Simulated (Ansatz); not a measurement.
## Run report: B4H4S, geometry relaxation

B4H4S (closo-2-SB4 (no H on S)), computed with RKS PBE-D4/def2-SVP (Ansatz 0.2.0).

The geometry: GFN2-xTB start.

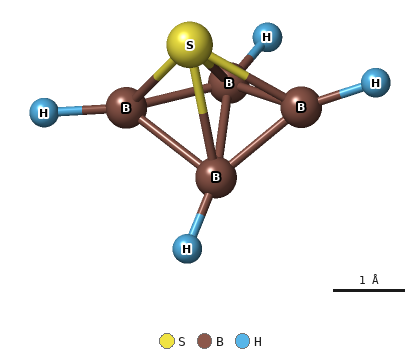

The structure as given in the input (ball-and-stick view, seen at a tilt). Bond lengths as drawn: B–B 1.57 to 1.80 Å, B–H 1.16 Å and B–S 1.87 to 2.03 Å.

### Input
```yaml
crystal:
  periodic: [false, false, false]
  atoms:
    - {symbol: S, position_ang: [0.170330, 0.890170, 1.087390]}
    - {symbol: B, position_ang: [0.705950, -0.687720, -0.069610]}
    - {symbol: B, position_ang: [0.848420, 0.763630, -0.654850]}
    - {symbol: B, position_ang: [-0.828940, -0.662070, 0.777800]}
    - {symbol: B, position_ang: [-0.801470, 0.182200, -0.547960]}
    - {symbol: H, position_ang: [1.353070, -1.608690, 0.224670]}
    - {symbol: H, position_ang: [1.378160, 1.650680, -1.190670]}
    - {symbol: H, position_ang: [-1.308740, -1.284880, 1.636060]}
    - {symbol: H, position_ang: [-1.516780, 0.756690, -1.262820]}
basis:
  gaussian: {orbitals: def2-SVP}
hamiltonian: {xc: pbe, dispersion: d4}
scf: {omitted_lower_state_checks: [starts]}
output: {orbitals: {seedname: orbitals}}
relax: {f_tol: 0.02, max_steps: 100}
```

Hardware: 4 threads of Arm Neoverse V2, 23 GiB of memory available, shared host.

Run as:
```bash
ansatz run in.yaml --threads 4 --pin off --events-out ev --progress --plain --max-ram 3916MiB
```

### What the program printed
```
Functional definition: PBE
  name "PBE"
  cite "Perdew, Burke & Ernzerhof, Phys. Rev. Lett. 77, 3865 (1996) doi:10.1103/PhysRevLett.77.3865"
  parent pbe
  parameter kappa = 0.804
  parameter beta = 0.06672455060314922
  exchange = pbe_x(kappa = kappa, mu = beta*pi^2/3)
  correlation = pbe_c(beta = beta)
these checks for a lower state are left out or cut short: starts
1053 factors; their error is unknown
mean field evaluation 1: about -13575.8643 eV, gradient 6.5e1 eV
mean field evaluation 2: about -13536.2135 eV, gradient 1.3e2 eV
mean field evaluation 4: about -13589.7161 eV, gradient 1.1e1 eV
mean field evaluation 8: about -13590.1054 eV, gradient 8.9e-2 eV
mean field evaluation 16: about -13590.0626 eV, gradient 2.5e-5 eV
mean field -13590.06262795 eV, -499.4255899020 hartree, gradient 2.5e-5 eV, S^2 0.000000; 0 other end points of the search recorded, 0 dependent functions left out
the calculation of the forces begins
reference -13590.06266171 eV, -499.4255911424 hartree; 20, 20 occupied and 74, 74 virtual orbitals, 1053 factors
relax step   1: F+E_penalty+E_count = -13590.29395919 eV  Δ(F+E_penalty+E_count) = +0.000e0 eV  max|allowed force component| = 1.110e0 eV/Å  Δτ_max = 0.0000 Å  (27 SCF iters, accepted)
these checks for a lower state are left out or cut short: starts, cluster_reference, orbital_swaps, neighbouring_geometries, increment
1053 factors; their error is unknown
mean field -13590.26311882 eV, -499.4329578055 hartree, gradient 1.4e-5 eV, S^2 0.000000; 0 other end points of the search recorded, 0 dependent functions left out
the calculation of the forces begins
reference -13590.26315292 eV, -499.4329590587 hartree; 20, 20 occupied and 74, 74 virtual orbitals, 1053 factors
relax step   2: F+E_penalty+E_count = -13590.49339497 eV  Δ(F+E_penalty+E_count) = -1.994e-1 eV  max|allowed force component| = 4.993e-1 eV/Å  Δτ_max = 0.0706 Å  (29 SCF iters, accepted)
these checks for a lower state are left out or cut short: starts, cluster_reference, orbital_swaps, neighbouring_geometries, increment
1053 factors; their error is unknown
mean field -13590.29308847 eV, -499.4340591697 hartree, gradient 1.5e-5 eV, S^2 0.000000; 0 other end points of the search recorded, 0 dependent functions left out
the calculation of the forces begins
reference -13590.29312271 eV, -499.4340604279 hartree; 20, 20 occupied and 74, 74 virtual orbitals, 1053 factors
relax step   3: F+E_penalty+E_count = -13590.52282483 eV  Δ(F+E_penalty+E_count) = -2.943e-2 eV  max|allowed force component| = 1.868e-1 eV/Å  Δτ_max = 0.0358 Å  (30 SCF iters, accepted)
these checks for a lower state are left out or cut short: starts, cluster_reference, orbital_swaps, neighbouring_geometries, increment
1053 factors; their error is unknown
mean field evaluation 32: about -13590.3359 eV, gradient 8.8e-1 eV
mean field -13590.29699045 eV, -499.4342025649 hartree, gradient 1.6e-5 eV, S^2 0.000000; 0 other end points of the search recorded, 0 dependent functions left out
the calculation of the forces begins
reference -13590.29702468 eV, -499.4342038229 hartree; 20, 20 occupied and 74, 74 virtual orbitals, 1053 factors
relax step   4: F+E_penalty+E_count = -13590.52658451 eV  Δ(F+E_penalty+E_count) = -3.760e-3 eV  max|allowed force component| = 7.275e-2 eV/Å  Δτ_max = 0.0112 Å  (31 SCF iters, accepted)
these checks for a lower state are left out or cut short: starts, cluster_reference, orbital_swaps, neighbouring_geometries, increment
1053 factors; their error is unknown
mean field -13590.30003929 eV, -499.4343146077 hartree, gradient 1.7e-5 eV, S^2 0.000000; 0 other end points of the search recorded, 0 dependent functions left out
the calculation of the forces begins
reference -13590.30007350 eV, -499.4343158649 hartree; 20, 20 occupied and 74, 74 virtual orbitals, 1053 factors
relax step   5: F+E_penalty+E_count = -13590.52952748 eV  Δ(F+E_penalty+E_count) = -2.943e-3 eV  max|allowed force component| = 7.198e-2 eV/Å  Δτ_max = 0.0279 Å  (30 SCF iters, accepted)
these checks for a lower state are left out or cut short: starts, cluster_reference, orbital_swaps, neighbouring_geometries, increment
1053 factors; their error is unknown
mean field -13590.30234983 eV, -499.4343995183 hartree, gradient 1.8e-5 eV, S^2 0.000000; 0 other end points of the search recorded, 0 dependent functions left out
the calculation of the forces begins
reference -13590.30238423 eV, -499.4344007826 hartree; 20, 20 occupied and 74, 74 virtual orbitals, 1053 factors
relax step   6: F+E_penalty+E_count = -13590.53161352 eV  Δ(F+E_penalty+E_count) = -2.086e-3 eV  max|allowed force component| = 1.454e-1 eV/Å  Δτ_max = 0.0496 Å  (29 SCF iters, accepted)
these checks for a lower state are left out or cut short: starts, cluster_reference, orbital_swaps, neighbouring_geometries, increment
1053 factors; their error is unknown
mean field -13590.30579896 eV, -499.4345262716 hartree, gradient 8.6e-6 eV, S^2 0.000000; 0 other end points of the search recorded, 0 dependent functions left out
the calculation of the forces begins
reference -13590.30583347 eV, -499.4345275399 hartree; 20, 20 occupied and 74, 74 virtual orbitals, 1053 factors
relax step   7: F+E_penalty+E_count = -13590.53493612 eV  Δ(F+E_penalty+E_count) = -3.323e-3 eV  max|allowed force component| = 1.561e-1 eV/Å  Δτ_max = 0.0884 Å  (30 SCF iters, accepted)
these checks for a lower state are left out or cut short: starts, cluster_reference, orbital_swaps, neighbouring_geometries, increment
1053 factors; their error is unknown
mean field evaluation 64: about -13590.3073 eV, gradient 3.3e-4 eV
mean field -13590.30728924 eV, -499.4345810386 hartree, gradient 1.7e-5 eV, S^2 0.000000; 0 other end points of the search recorded, 0 dependent functions left out
the calculation of the forces begins
reference -13590.30732377 eV, -499.4345823073 hartree; 20, 20 occupied and 74, 74 virtual orbitals, 1053 factors
relax step   8: F+E_penalty+E_count = -13590.53643531 eV  Δ(F+E_penalty+E_count) = -1.499e-3 eV  max|allowed force component| = 4.958e-2 eV/Å  Δτ_max = 0.0185 Å  (30 SCF iters, accepted)
these checks for a lower state are left out or cut short: starts, cluster_reference, orbital_swaps, neighbouring_geometries, increment
1053 factors; their error is unknown
mean field -13590.30737397 eV, -499.4345841521 hartree, gradient 1.7e-5 eV, S^2 0.000000; 0 other end points of the search recorded, 0 dependent functions left out
the calculation of the forces begins
reference -13590.30740850 eV, -499.4345854211 hartree; 20, 20 occupied and 74, 74 virtual orbitals, 1053 factors
relax step   9: F+E_penalty+E_count = -13590.53646771 eV  Δ(F+E_penalty+E_count) = -3.240e-5 eV  max|allowed force component| = 3.394e-2 eV/Å  Δτ_max = 0.0076 Å  (31 SCF iters, accepted)
these checks for a lower state are left out or cut short: starts, cluster_reference, orbital_swaps, neighbouring_geometries, increment
1053 factors; their error is unknown
mean field -13590.30754626 eV, -499.4345904837 hartree, gradient 1.7e-5 eV, S^2 0.000000; 0 other end points of the search recorded, 0 dependent functions left out
the calculation of the forces begins
reference -13590.30758080 eV, -499.4345917531 hartree; 20, 20 occupied and 74, 74 virtual orbitals, 1053 factors
relax step  10: F+E_penalty+E_count = -13590.53666629 eV  Δ(F+E_penalty+E_count) = -1.986e-4 eV  max|allowed force component| = 5.934e-3 eV/Å  Δτ_max = 0.0111 Å  (31 SCF iters, accepted)
```

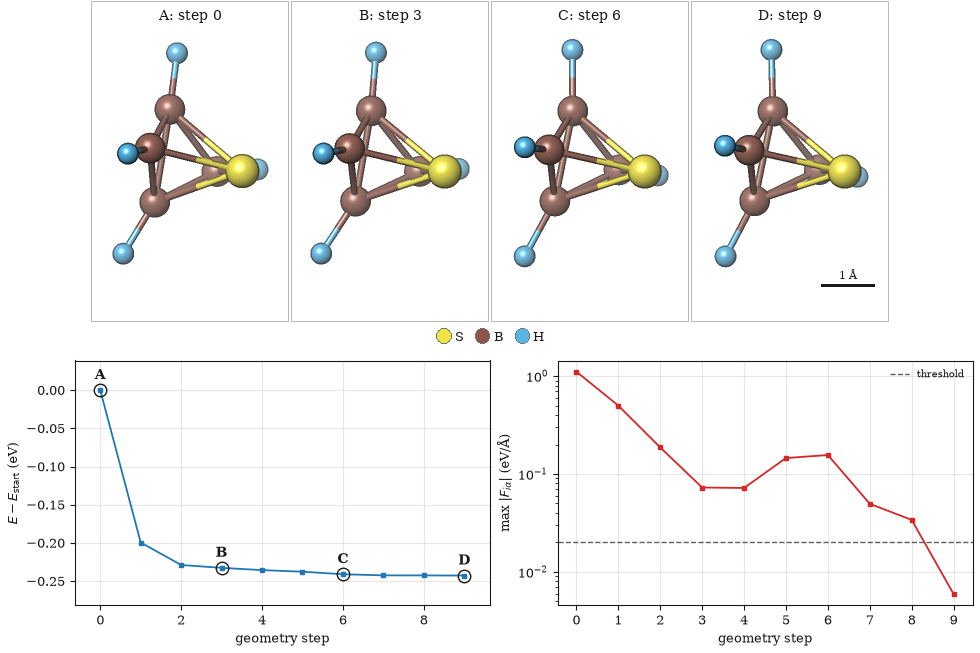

Frames of the relaxation (ball-and-stick view, seen at a tilt) above the curves, on which the letters mark them (the first geometry is step 0 here and step 1 in the log).

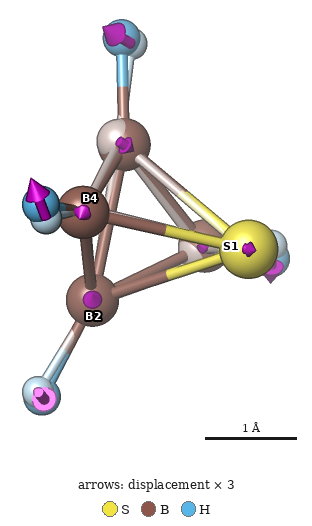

Start (faint) and end (solid) with the displacements as pink arrows, magnified 3 times (ball-and-stick view, seen at a tilt). The two geometries are laid on each other by the best rigid fit. After 9 geometry steps the energy has fallen by 0.243 eV. The largest force component goes from 1.1 to 0.0059 eV/Å. The largest moves after the best rigid fit, 0.18 Å, are those of H6, H7, H8 and H9. By element the largest moves are H 0.18 Å, B 0.08 Å, S 0.05 Å. Among the contacts that change: B2–B3 1.571 → 1.668 Å, B2–B4 1.753 → 1.694 Å, B2–B5 1.805 → 1.750 Å, S1–B3 1.874 → 1.929 Å. Among the angles that change: B3–B2–H6 140.8° → 127.9°, B4–B2–H6 112.1° → 122.7°, B5–B3–H7 135.2° → 144.8°. (Atoms are counted from 1 in the order of the input.)

```
these checks for a lower state are left out or cut short: starts
1053 factors; their error is unknown
mean field -13590.30754626 eV, -499.4345904837 hartree, gradient 1.7e-5 eV, S^2 0.000000; 0 other end points of the search recorded, 0 dependent functions left out
the calculation of the forces begins
reference -13590.30758080 eV, -499.4345917531 hartree; 20, 20 occupied and 74, 74 virtual orbitals, 1053 factors
Total energy: -13590.53670083 eV, -499.4430117590 hartree
Atom 0 at     0.176573     0.922438     1.125592 Å, force    -0.000154     0.000913     0.001434 eV/Å
Atom 1 at     0.649656    -0.692120    -0.015014 Å, force    -0.005680     0.004071     0.000519 eV/Å
Atom 2 at     0.841405     0.824228    -0.682621 Å, force     0.000845    -0.000799    -0.001062 eV/Å
Atom 3 at    -0.818426    -0.703736     0.829773 Å, force    -0.000681    -0.000549    -0.000587 eV/Å
Atom 4 at    -0.738580     0.227942    -0.551244 Å, force     0.005934    -0.001193     0.002631 eV/Å
Atom 5 at     1.480513    -1.555909     0.111705 Å, force     0.003612    -0.002965    -0.001282 eV/Å
Atom 6 at     1.545917     1.620247    -1.238159 Å, force     0.001943     0.001705    -0.001197 eV/Å
Atom 7 at    -1.484549    -1.299365     1.629857 Å, force    -0.001770    -0.001080     0.001647 eV/Å
Atom 8 at    -1.652510     0.656285    -1.209878 Å, force    -0.004050    -0.000104    -0.002102 eV/Å
Dipole moment:     0.021147     0.110215     0.134370 e Å
Checks for a lower state left out: starts
```

### Trajectory as extended XYZ (Å, eV, eV/Å), 10 frames, from step=1 to step=10
```
9
Properties=species:S:1:pos:R:3:forces:R:3 step=1 energy=-13590.29396
S     0.1703    0.8902    1.0874    0.0940   0.4805   0.5690
B     0.7059   -0.6877   -0.0696   -1.1098   0.2522  -0.0788
B     0.8484    0.7636   -0.6549    0.4071   0.7663  -0.6962
B    -0.8289   -0.6621    0.7778   -0.4132  -0.7781   0.6819
B    -0.8015    0.1822   -0.5480    1.1097  -0.3030   0.0456
H     1.3531   -1.6087    0.2247    0.5637  -0.9247   0.1933
H     1.3782    1.6507   -1.1907    0.4604   0.6634  -0.5764
H    -1.3087   -1.2849    1.6361   -0.4521  -0.6255   0.6209
H    -1.5168    0.7567   -1.2628   -0.6597   0.4689  -0.7594
9
Properties=species:S:1:pos:R:3:forces:R:3 step=2 energy=-13590.49339
S     0.1726    0.9028    1.1024    0.0816   0.4180   0.4993
B     0.6912   -0.6738   -0.0621   -0.3917  -0.0593   0.0082
B     0.8678    0.8043   -0.6585    0.1315   0.2109  -0.3973
B    -0.8422   -0.6712    0.8199   -0.1723  -0.4146   0.1520
B    -0.7837    0.1845   -0.5356    0.3742  -0.0382  -0.1174
H     1.3370   -1.6427    0.2016    0.1711  -0.2228   0.0504
H     1.4082    1.6929   -1.2386    0.1058   0.1443  -0.1501
H    -1.3398   -1.3357    1.6738   -0.1085  -0.1590   0.1316
H    -1.5111    0.7389   -1.3029   -0.1918   0.1208  -0.1767
9
Properties=species:S:1:pos:R:3:forces:R:3 step=3 energy=-13590.52283
S     0.1755    0.9177    1.1201    0.0312   0.1570   0.1868
B     0.6828   -0.6690   -0.0529   -0.0917  -0.0889   0.0583
B     0.8745    0.8180   -0.6652   -0.0047  -0.0067  -0.1532
B    -0.8478   -0.6797    0.8331   -0.0255  -0.1517  -0.0373
B    -0.7733    0.1915   -0.5305    0.0849   0.0625  -0.0880
H     1.3358   -1.6504    0.2026    0.0297   0.0274  -0.0029
H     1.4184    1.6991   -1.2723   -0.0006  -0.0101   0.0134
H    -1.3547   -1.3682    1.6755    0.0012   0.0153  -0.0074
H    -1.5111    0.7411   -1.3104   -0.0245  -0.0047   0.0303
9
Properties=species:S:1:pos:R:3:forces:R:3 step=4 energy=-13590.52658
S     0.1766    0.9232    1.1267    0.0009   0.0014  -0.0001
B     0.6807   -0.6697   -0.0487   -0.0681  -0.0315   0.0720
B     0.8741    0.8158   -0.6718   -0.0369  -0.0107  -0.0367
B    -0.8489   -0.6859    0.8296    0.0279  -0.0409  -0.0256
B    -0.7707    0.1956   -0.5306    0.0727   0.0664  -0.0276
H     1.3435   -1.6447    0.2085    0.0149   0.0282  -0.0176
H     1.4217    1.6935   -1.2804    0.0021  -0.0107   0.0163
H    -1.3604   -1.3744    1.6693   -0.0008   0.0187  -0.0068
H    -1.5166    0.7467   -1.3026   -0.0126  -0.0209   0.0260
9
Properties=species:S:1:pos:R:3:forces:R:3 step=5 energy=-13590.52953
S     0.1763    0.9209    1.1236   -0.0001   0.0010   0.0033
B     0.6763   -0.6720   -0.0425   -0.0505  -0.0300   0.0387
B     0.8712    0.8126   -0.6812   -0.0669  -0.0087   0.0433
B    -0.8483   -0.6950    0.8243    0.0720   0.0347  -0.0152
B    -0.7659    0.2014   -0.5322    0.0494   0.0362  -0.0307
H     1.3666   -1.6293    0.2055    0.0085   0.0015  -0.0264
H     1.4395    1.6855   -1.2785   -0.0063  -0.0246   0.0107
H    -1.3788   -1.3682    1.6652    0.0051   0.0150  -0.0221
H    -1.5369    0.7441   -1.2841   -0.0112  -0.0252  -0.0016
9
Properties=species:S:1:pos:R:3:forces:R:3 step=6 energy=-13590.53161
S     0.1769    0.9231    1.1263   -0.0166  -0.0823  -0.0982
B     0.6700   -0.6822   -0.0392   -0.1268   0.1408   0.0292
B     0.8628    0.8170   -0.6775   -0.0357  -0.0171   0.0377
B    -0.8389   -0.6939    0.8278    0.0393   0.0362  -0.0183
B    -0.7607    0.2054   -0.5423    0.1454  -0.0185   0.1159
H     1.3935   -1.6217    0.1645    0.0495  -0.0330   0.0166
H     1.4690    1.6812   -1.2516   -0.0216  -0.0551  -0.0076
H    -1.4042   -1.3363    1.6716    0.0137   0.0004  -0.0574
H    -1.5685    0.7075   -1.2795   -0.0471   0.0285  -0.0178
9
Properties=species:S:1:pos:R:3:forces:R:3 step=7 energy=-13590.53494
S     0.1759    0.9235    1.1268   -0.0016  -0.0335  -0.0426
B     0.6573   -0.6885   -0.0173   -0.0140  -0.0344  -0.0187
B     0.8440    0.8165   -0.6815    0.1099   0.1530  -0.0579
B    -0.8226   -0.7006    0.8228   -0.0897  -0.0717   0.1561
B    -0.7467    0.2260   -0.5467    0.0138  -0.0145  -0.0390
H     1.4629   -1.5774    0.1321   -0.0525   0.0570  -0.0112
H     1.5227    1.6338   -1.2439   -0.0322  -0.0457   0.0183
H    -1.4591   -1.3118    1.6383    0.0175   0.0177  -0.0417
H    -1.6344    0.6784   -1.2305    0.0487  -0.0280   0.0368
9
Properties=species:S:1:pos:R:3:forces:R:3 step=8 energy=-13590.53643
S     0.1766    0.9226    1.1258    0.0006   0.0041   0.0059
B     0.6504   -0.6898   -0.0185    0.0496  -0.0299   0.0235
B     0.8446    0.8234   -0.6802    0.0109   0.0091  -0.0236
B    -0.8212   -0.7009    0.8300   -0.0126  -0.0214   0.0064
B    -0.7395    0.2241   -0.5494   -0.0493   0.0356  -0.0149
H     1.4683   -1.5647    0.1207   -0.0062   0.0064  -0.0034
H     1.5342    1.6278   -1.2435   -0.0044  -0.0080   0.0093
H    -1.4734   -1.3076    1.6341    0.0055   0.0096  -0.0073
H    -1.6401    0.6651   -1.2190    0.0059  -0.0056   0.0041
9
Properties=species:S:1:pos:R:3:forces:R:3 step=9 energy=-13590.53647
S     0.1764    0.9220    1.1250    0.0031   0.0167   0.0206
B     0.6519   -0.6912   -0.0160   -0.0205   0.0140  -0.0090
B     0.8444    0.8241   -0.6819   -0.0258  -0.0320   0.0025
B    -0.8212   -0.7026    0.8302    0.0199   0.0054  -0.0339
B    -0.7409    0.2271   -0.5501    0.0218  -0.0144   0.0078
H     1.4752   -1.5624    0.1189   -0.0130   0.0125  -0.0040
H     1.5394    1.6252   -1.2429   -0.0029  -0.0027   0.0091
H    -1.4783   -1.3059    1.6326    0.0041   0.0088  -0.0017
H    -1.6469    0.6638   -1.2158    0.0134  -0.0082   0.0086
9
Properties=species:S:1:pos:R:3:forces:R:3 step=10 energy=-13590.53667
S     0.1766    0.9224    1.1256   -0.0002   0.0009   0.0014
B     0.6497   -0.6921   -0.0150   -0.0057   0.0041   0.0005
B     0.8414    0.8242   -0.6826    0.0008  -0.0008  -0.0011
B    -0.8184   -0.7037    0.8298   -0.0007  -0.0005  -0.0006
B    -0.7386    0.2279   -0.5512    0.0059  -0.0012   0.0026
H     1.4805   -1.5559    0.1117    0.0036  -0.0030  -0.0013
H     1.5459    1.6202   -1.2382    0.0019   0.0017  -0.0012
H    -1.4845   -1.2994    1.6299   -0.0018  -0.0011   0.0016
H    -1.6525    0.6563   -1.2099   -0.0040  -0.0001  -0.0021
```

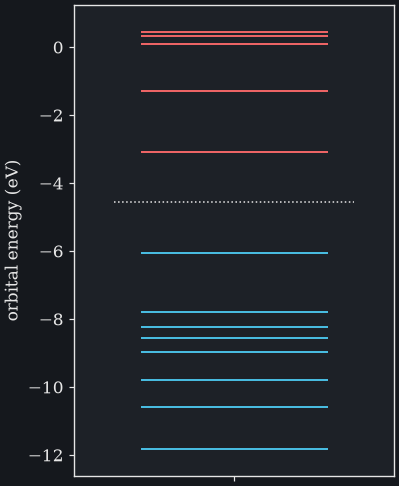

Orbital energies near the frontier; the dotted line parts filled from empty levels, and levels within 0.02 eV of each other stand side by side. Highest filled −6.05 eV, lowest empty −3.09 eV, 2.96 eV apart.

### Summary

| quantity | value |
| --- | --- |
| outcome | converged |
| total energy | −13590.5367 eV |
| mean-field energy | −13590.3076 eV |
| dispersion energy | −0.2291 eV |
| SCF solution under orbital rotations | stable |
| HOMO | −6.05 eV |
| LUMO | −3.09 eV |
| largest force (length of the vector) at the end | 0.007 eV/Å |
| dipole moment | 0.84 D |
| wall time | 7.5 s (CPU time 27 s) |
| peak memory | 0.13 GiB |
